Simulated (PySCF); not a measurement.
## Two runs on C2H8Si

System: C2H8Si, SMILES [H][Si]([H])(C)C.
Method of run 1: GIAO KT2/pcSseg-1 NMR shielding, non-relativistic, gas phase (PySCF 2.14.0).

The geometry comes from this level: PBE0-D3(BJ)/def2-SVP. Text and figures count atoms from 1; the logs count them from 0 in places.

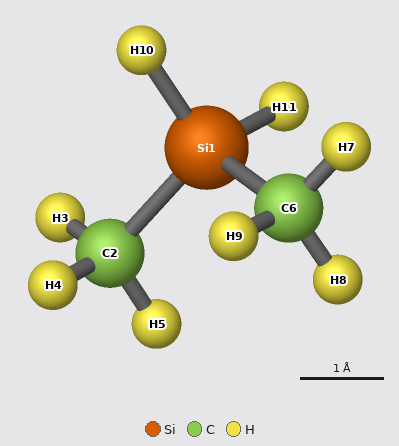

**Figure 1.** The input geometry (ball-and-stick view, seen at a tilt; atoms are numbered from 1 in the order of the input). Bond lengths as drawn: C–H 1.10 Å, C–Si 1.88 Å and H–Si 1.50 Å.

Input, run 1:
```
{"job": {"kind": "nmr", "xc": "KT2", "basis": "pcSseg-1", "pop": false}, "charge": 0, "multiplicity": 1}
Si    -0.598652    -0.004410    -0.425512
C     -0.630874    -0.000562     1.454932
H     -1.662757     0.021756     1.837208
H     -0.102339     0.879981     1.852774
H     -0.139776    -0.901215     1.855626
C      1.166626     0.004478    -1.073590
H      1.188414    -0.011956    -2.173902
H      1.721186    -0.874843    -0.709953
H      1.701674     0.906353    -0.736972
H     -1.328681     1.197951    -0.943197
H     -1.314821    -1.217553    -0.937393
```

The first line tells a small driver script what to run in PySCF; the rest is the geometry in Å.

Hardware: 1 CPU thread, shared host.

Output (run 1):
```
coarse grid: 8760 points
cycle   1  E = -374.3239816382  dE = -1.384e-01  |g| = 5.104e-01  |ddm| = 2.707e+00
cycle   2  E = -374.2373717934  dE =  8.661e-02  |g| = 7.426e-01  |ddm| = 1.140e+00
cycle   3  E = -374.3960411169  dE = -1.587e-01  |g| = 4.084e-02  |ddm| = 7.433e-01
cycle   4  E = -374.3966254020  dE = -5.843e-04  |g| = 8.803e-03  |ddm| = 7.843e-02
cycle   5  E = -374.3966539552  dE = -2.855e-05  |g| = 1.655e-03  |ddm| = 1.553e-02
cycle   6  E = -374.3966546274  dE = -6.722e-07  |g| = 1.681e-04  |ddm| = 1.988e-03
final grid: 77320 points
cycle   7  E = -374.4182666613  dE = -6.811e-05  |g| = 1.491e-02  |ddm| = 1.879e-02
cycle   8  E = -374.4182189268  dE =  4.773e-05  |g| = 1.875e-02  |ddm| = 2.446e-02
cycle   9  E = -374.4183057145  dE = -8.679e-05  |g| = 2.523e-03  |ddm| = 1.705e-02
cycle  10  E = -374.4183072613  dE = -1.547e-06  |g| = 2.923e-04  |ddm| = 2.560e-03
cycle  11  E = -374.4183072888  dE = -2.756e-08  |g| = 3.281e-05  |ddm| = 4.413e-04
cycle  12  E = -374.4183072892  dE = -3.303e-10  |g| = 7.756e-06  |ddm| = 4.976e-05
converged SCF energy = -374.4183072892

GIAO shielding tensors (ppm)
atom      isotropic    diamagn.    paramagn.     s11        s22        s33       span
  0 Si     402.519     883.267    -480.748    365.675    400.762    441.120     75.445
  1 C      188.792     253.458     -64.666    186.103    186.647    193.627      7.524
  2 H       30.949      29.376       1.572     26.580     27.819     38.446     11.866
  3 H       31.077      30.836       0.241     26.958     28.761     37.512     10.554
  4 H       31.059      30.781       0.278     26.966     28.678     37.534     10.569
  5 C      188.791     253.459     -64.667    186.110    186.633    193.631      7.520
  6 H       30.949      29.378       1.571     26.580     27.821     38.446     11.866
  7 H       31.071      30.823       0.249     26.961     28.738     37.515     10.554
  8 H       31.066      30.795       0.271     26.966     28.698     37.533     10.567
  9 H       26.997      29.274      -2.278     23.682     25.460     31.848      8.166
 10 H       26.996      29.273      -2.277     23.693     25.451     31.844      8.151
```

Run 2 used a changed input.

The two runs side by side:

| quantity | run 1 | run 2 |
| --- | --- | --- |
| outcome | converged | converged |
| total energy (hartree) | −374.418307 | −370.282671 |
| HOMO (eV) | −7.62 | −8.87 |
| LUMO (eV) | 0.38 | 1.31 |
| dipole moment (D) | 0.73 | 0.74 |
| shielding of Si1 (ppm) | 402.5 | 391.9 |
| shielding of C2 (ppm) | 188.8 | 189.9 |
| shielding of H3 (ppm) | 30.9 | 31.0 |
| shielding of C6 (ppm) | 188.8 | 189.9 |
| shielding of H7 (ppm) | 30.9 | 31.0 |
| shielding of H10 (ppm) | 27.0 | 27.1 |
| shielding of H11 (ppm) | 27.0 | 27.1 |
| SCF iterations | 12 | 10 |
| basis functions | 98 | 98 |
| wall time (shared host) | 9.6 s | 8.1 s |

What was changed in the input?

The change (lines with − go, lines with + come):
```diff
-"xc": "KT2"
+"xc": "PBE0"
-"pop": false
```

The total energies belong to different methods, so their difference says nothing on which is more stable or more accurate. The HOMO goes from −7.62 to −8.87 eV. The LUMO goes from 0.38 to 1.31 eV. Of all shieldings, the largest change is that of Si1, by −10.6 ppm. The functional changes from KT2 to PBE0. Exact exchange removes part of the self-interaction error of semilocal functionals, which pushes filled and empty levels apart. The SCF takes 10 iterations against 12.

Output (run 2):
```
coarse grid: 8760 points
cycle   1  E = -370.2252831203  dE = -1.513e-01  |g| = 3.969e-01  |ddm| = 2.658e+00
cycle   2  E = -370.2139700640  dE =  1.131e-02  |g| = 4.435e-01  |ddm| = 6.458e-01
cycle   3  E = -370.2656328658  dE = -5.166e-02  |g| = 1.756e-02  |ddm| = 3.613e-01
cycle   4  E = -370.2657271353  dE = -9.427e-05  |g| = 4.978e-03  |ddm| = 2.915e-02
cycle   5  E = -370.2657337513  dE = -6.616e-06  |g| = 7.011e-04  |ddm| = 6.488e-03
final grid: 77320 points
cycle   6  E = -370.2826621216  dE = -1.087e-05  |g| = 5.814e-03  |ddm| = 1.274e-02
cycle   7  E = -370.2826589315  dE =  3.190e-06  |g| = 6.777e-03  |ddm| = 9.584e-03
cycle   8  E = -370.2826707534  dE = -1.182e-05  |g| = 1.782e-04  |ddm| = 5.208e-03
cycle   9  E = -370.2826707586  dE = -5.179e-09  |g| = 3.991e-05  |ddm| = 2.154e-04
cycle  10  E = -370.2826707590  dE = -3.621e-10  |g| = 9.858e-06  |ddm| = 5.755e-05
converged SCF energy = -370.2826707590

GIAO shielding tensors (ppm)
atom      isotropic    diamagn.    paramagn.     s11        s22        s33       span
  0 Si     391.943     880.144    -488.201    356.095    389.595    430.138     74.043
  1 C      189.936     253.770     -63.834    187.389    187.714    194.706      7.317
  2 H       31.041      29.406       1.635     26.589     27.786     38.747     12.158
  3 H       31.142      30.814       0.328     26.887     28.758     37.782     10.895
  4 H       31.126      30.760       0.366     26.899     28.674     37.806     10.907
  5 C      189.936     253.771     -63.834    187.389    187.710    194.710      7.321
  6 H       31.041      29.407       1.634     26.589     27.787     38.747     12.158
  7 H       31.137      30.801       0.336     26.891     28.734     37.785     10.894
  8 H       31.132      30.774       0.358     26.898     28.694     37.804     10.906
  9 H       27.147      29.139      -1.992     23.778     25.549     32.114      8.336
 10 H       27.146      29.138      -1.991     23.789     25.540     32.111      8.322
```
